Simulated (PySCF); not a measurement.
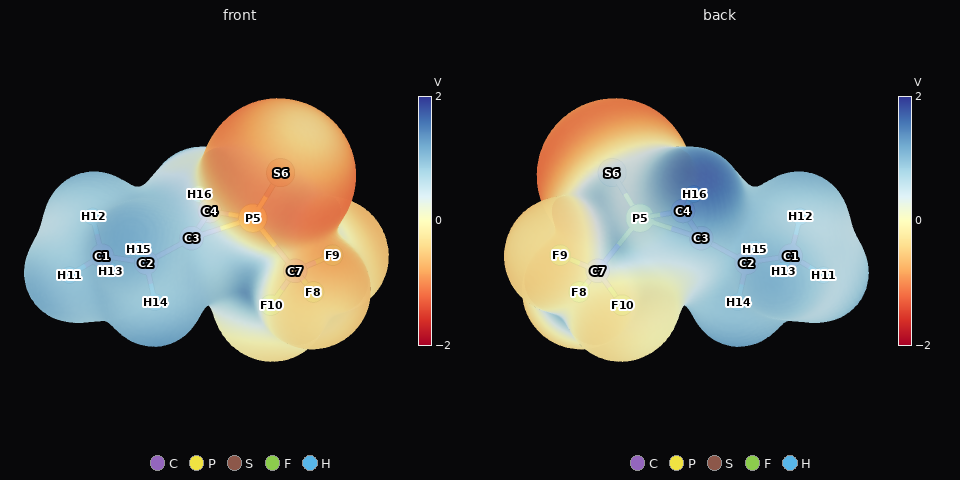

*C5H6F3PS. The molecular electrostatic potential painted on the density surface at 0.002 e/bohr³, seen from the front and from behind; the colour scale runs from red (negative) to blue (positive).*

Geometry: PBE0-D3(BJ)/def2-SVP.

Computed with PBE0/pcSseg-1, SCF density, gas phase, non-relativistic in PySCF 2.14.0.

```yaml
atoms:
  - { symbol: C, position_ang: [-2.5585, -0.4862, 0.1233] }
  - { symbol: C, position_ang: [-1.1616, -0.7426, 0.6652] }
  - { symbol: C, position_ang: [-0.1518, 0.2223, 0.1868] }
  - { symbol: C, position_ang: [0.0138, 1.2903, -0.5999] }
  - { symbol: P, position_ang: [1.4772, 0.9103, 0.2985] }
  - { symbol: S, position_ang: [2.4113, 1.8170, 1.7165] }
  - { symbol: C, position_ang: [2.5957, -0.1140, -0.8262] }
  - { symbol: F, position_ang: [3.3929, -0.8956, -0.1092] }
  - { symbol: F, position_ang: [3.3505, 0.6705, -1.5885] }
  - { symbol: F, position_ang: [1.8656, -0.8913, -1.6294] }
  - { symbol: H, position_ang: [-3.2673, -1.2368, 0.5013] }
  - { symbol: H, position_ang: [-2.9236, 0.5071, 0.4247] }
  - { symbol: H, position_ang: [-2.5725, -0.5327, -0.9762] }
  - { symbol: H, position_ang: [-0.8057, -1.7528, 0.3970] }
  - { symbol: H, position_ang: [-1.1454, -0.7173, 1.7685] }
  - { symbol: H, position_ang: [-0.5409, 1.9560, -1.2639] }
```

### Describe the electrostatic potential map.

The most negative region (about −1.1 V) lies over S6, the most positive (about +1.7 V) over H16.
